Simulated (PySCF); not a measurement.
System: C₇H₁₂S.

The calculation's input:

```
{"job": {"kind": "nmr", "xc": "PBE0", "basis": "pcSseg-1"}, "charge": 0, "multiplicity": 1}
S      2.031797    -1.497486     0.940315
C      0.730087    -0.559043     0.068535
C     -0.422256    -1.486726    -0.301320
C     -1.652298    -0.578519    -0.292057
C     -1.391714     0.378243     0.873718
C      0.106687     0.649645     0.805496
C      0.568220     1.565666    -0.343784
C      1.223675     0.369915    -1.052358
H      2.803404    -0.443373     1.199532
H     -0.259926    -1.974596    -1.262137
H     -0.519998    -2.259155     0.463947
H     -1.711018    -0.021924    -1.228056
H     -2.576794    -1.139863    -0.169759
H     -1.977789     1.294302     0.803329
H     -1.632361    -0.114293     1.817258
H      0.531943     0.895264     1.777661
H     -0.250440     2.020750    -0.896873
H      1.264745     2.345652    -0.042823
H      2.307644     0.433592    -1.127974
H      0.821245     0.132628    -2.035688
```

Launched as:

```sh
OMP_NUM_THREADS=1 python probes_run.py task.json out
```

Geometry: GFN2-xTB.

Level of theory: PBE0/pcSseg-1, SCF density, gas phase, non-relativistic (PySCF).

**What will maps of the electron density and electron localisation function show?**

C–C (1.52 Å): ρ at the midpoint is about 1.7 e/Å³; the ELF peaks at about 0.95 between the atoms, as expected for a covalent bond.
C–S (1.83 Å): ρ at the midpoint is about 1.2 e/Å³; the ELF peaks at about 0.90 between the atoms (localised, covalent bonding).
C–H (1.09 Å): ρ at the midpoint is about 2 e/Å³; the ELF climbs to about 1 towards the hydrogen, as it does in any bond to H; a covalent bond by its length.
S–H (1.33 Å): ρ at the midpoint is about 1.4 e/Å³; the ELF climbs to about 1 towards the hydrogen.

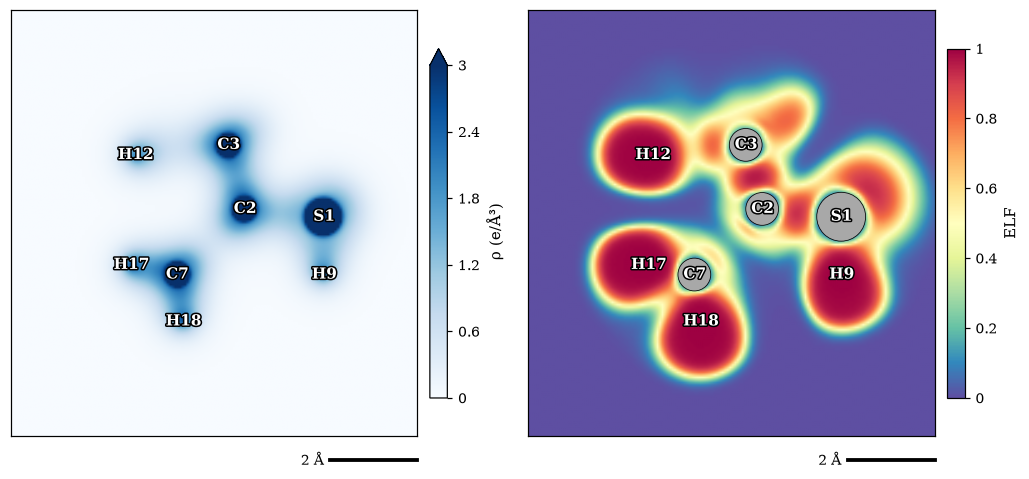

Computed electron density and electron localisation function on the plane of atoms C2, S1 and H9, in this order. Grey discs cover the atomic cores in the ELF map. 
